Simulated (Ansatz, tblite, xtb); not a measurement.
**GeSiH6O (SMILES [SiH3][O][GeH3]): methods side by side**

GeSiH6O has 9 atoms, charge 0, and is taken as a singlet. SMILES: `[SiH3][O][GeH3]`. The shape is that of a PBE0-D4/def2-TZVP optimisation.

Quantity: the HOMO–LUMO gap, in eV. The values are calculated.

```json
{"level": "GFN2-xTB", "kind": "semi-empirical", "program": "tblite", "value (eV)": "6.18", "CPU time": "under 2 s"}
{"level": "GFN1-xTB", "kind": "semi-empirical", "program": "xtb", "value (eV)": "5.63", "CPU time": "under 2 s"}
{"level": "HF/def2-SVP", "kind": "Hartree–Fock", "program": "Ansatz", "value (eV)": "15.46", "CPU time": "2 s"}
{"level": "SVWN5/def2-SVP", "kind": "LDA", "program": "Ansatz", "value (eV)": "5.85", "CPU time": "2.8 s"}
{"level": "PBE/def2-SVP", "kind": "GGA", "program": "Ansatz", "value (eV)": "6.07", "CPU time": "4 s"}
{"level": "r2SCAN/def2-SVP", "kind": "meta-GGA", "program": "Ansatz", "value (eV)": "6.81", "CPU time": "6.4 s"}
{"level": "BHLYP/def2-SVP", "kind": "global hybrid", "program": "Ansatz", "value (eV)": "10.81", "CPU time": "5.8 s"}
{"level": "CAM-B3LYP/def2-SVP", "kind": "range-separated hybrid", "program": "Ansatz", "value (eV)": "10.91", "CPU time": "5.4 s"}
{"level": "wB97X/def2-SVP", "kind": "range-separated hybrid", "program": "Ansatz", "value (eV)": "12.95", "CPU time": "16 s"}
{"level": "B2PLYP/def2-SVP", "kind": "double hybrid", "program": "Ansatz", "value (eV)": "11.09", "CPU time": "7.1 s"}
```

All-electron rows without a relativistic Hamiltonian named are non-relativistic. The values span 5.63 to 15.46 eV. Orbital gaps aren't excitation energies, and those of double hybrids come from the SCF part alone; they tend to grow with the share of exact exchange. Times are those of the runs behind each value, whatever else they computed, on shared processors of several kinds: orders of magnitude only.

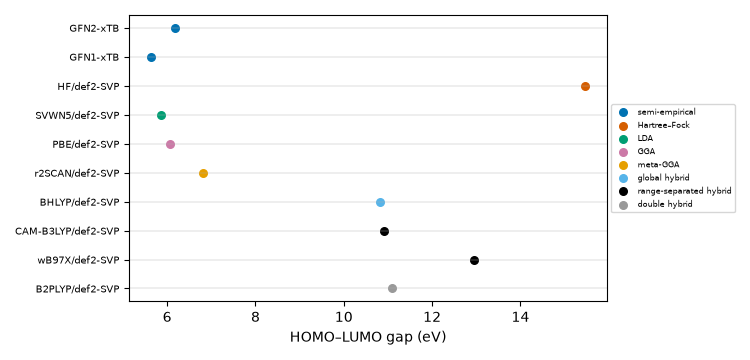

The values of the table, level by level.
